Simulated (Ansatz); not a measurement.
F2H3SeSi···H

```xyz
8

Si   -0.3448   -0.5478   -0.3739
H    -0.6498   -0.1710    1.2471
F    -0.7712    0.4995   -1.4848
F    -1.7531   -1.3094   -0.2245
H     0.5585   -1.6878   -0.5657
H     0.1996    0.2376    1.1170
Se    1.7273    0.8432    0.1839
H     1.0335    2.1357    0.1010
```

A transition-state structure; geometry: PBE0-D4/def2-TZVP.

Level of theory: RKS PBE0-D4/def2-TZVPP (Ansatz).

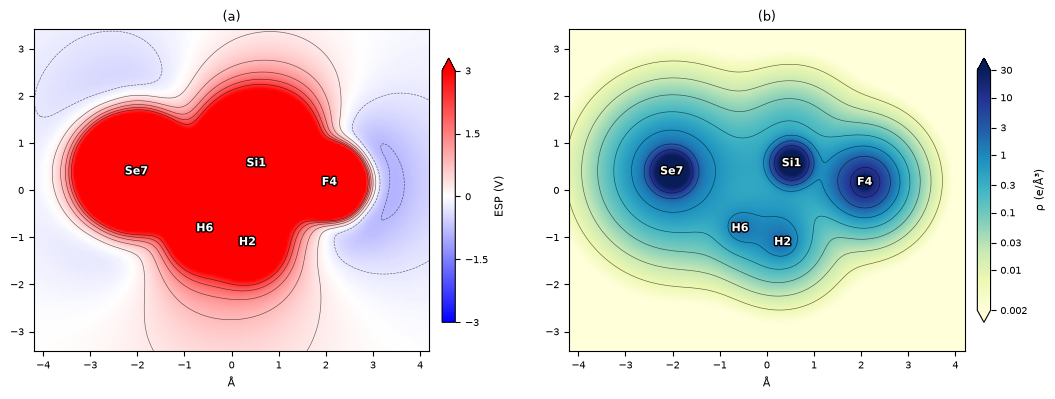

Figure 1. (a) molecular electrostatic potential; (b) total electron density on the plane of atoms H2, Si1 and F4.

**Interpret the plot.**

Atoms in the plane: Si, H, F and Se.
H2···H6 (0.95 Å): the density falls to about 1.1 e/Å³ on the way.
Si–F (1.61 Å): ρ at the midpoint is about 1.2 e/Å³.
Si–Se (2.56 Å): ρ at the midpoint is about 0.48 e/Å³, with its minimum of 0.4 e/Å³ about 0.9 Å from Si.
Outside the dense part of the complex the potential is most negative (−0.9 V) near F4.

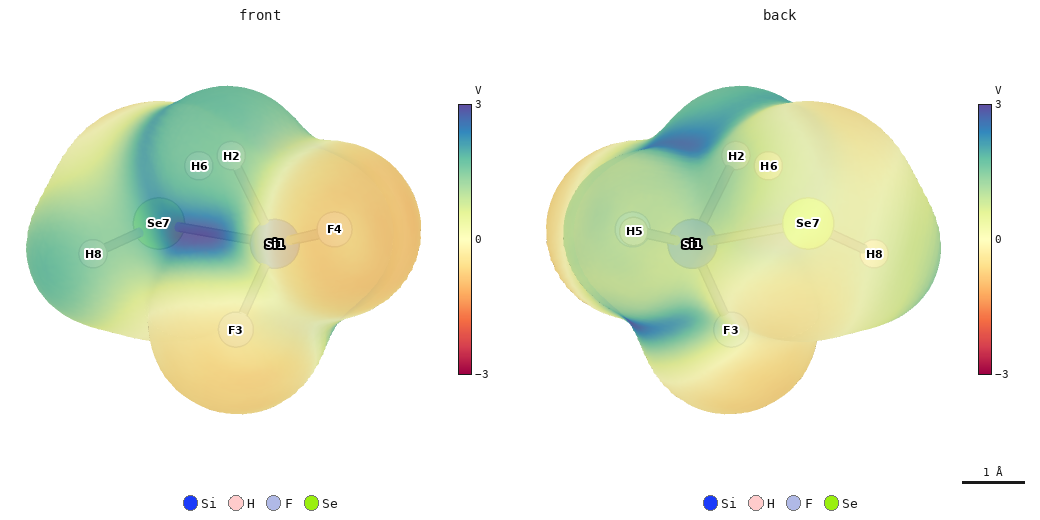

Figure 2. The molecular electrostatic potential painted on the density surface at 0.004 e/bohr³, seen from the front and from behind; red is negative and blue positive.

**Where is the surface potential most negative and most positive?**

The most negative region (about −0.9 V, or −21 kcal/mol for a unit charge) lies over F4, the most positive (about +2.9 V, or +67 kcal/mol for a unit charge) over Si1.

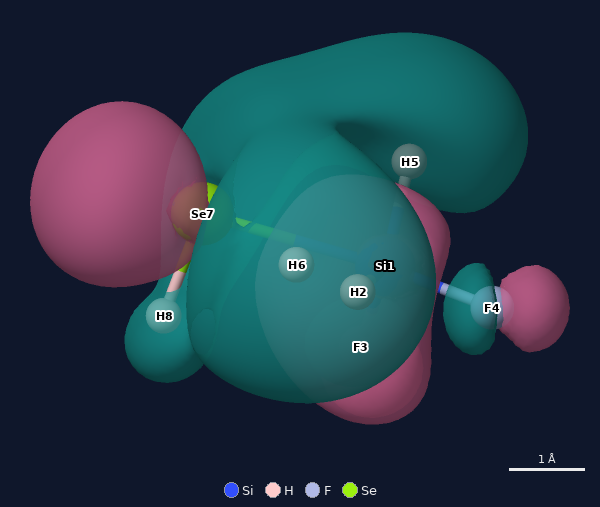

Figure 3. The LUMO at ±0.05 Å⁻³ᐟ² (teal and pink are the two phases), seen from one side.

**Where does this orbital lie, and at what energy?**

It lies mainly on Si1 (about 35 %), Se7 (about 25 %), H6 (about 15 %), H2 (about 10 %), H5 (about 10 %) and F3 (about 5 %). Its energy is −0.72 eV.

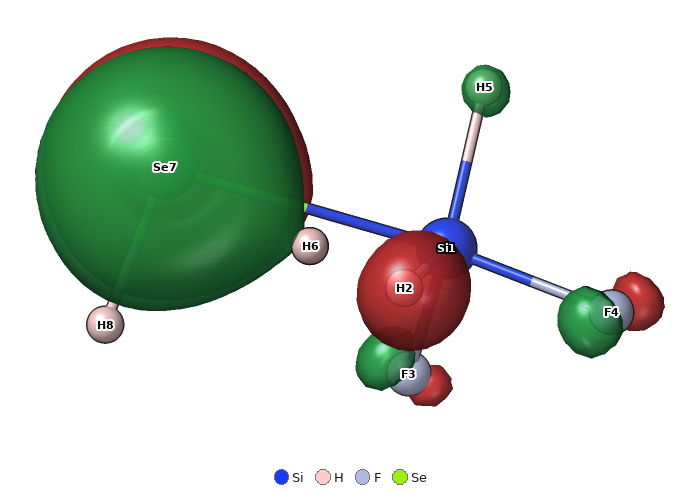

Figure 4. One frontier orbital at ±0.15 Å⁻³ᐟ² (green and red are the two phases), seen from one side.

**Which orbital is it: HOMO or LUMO?**

The HOMO, at −7.37 eV. It lies mainly on Se7 (about 75 %) and Si1 (about 5 %); largely a lone pair of Se7.
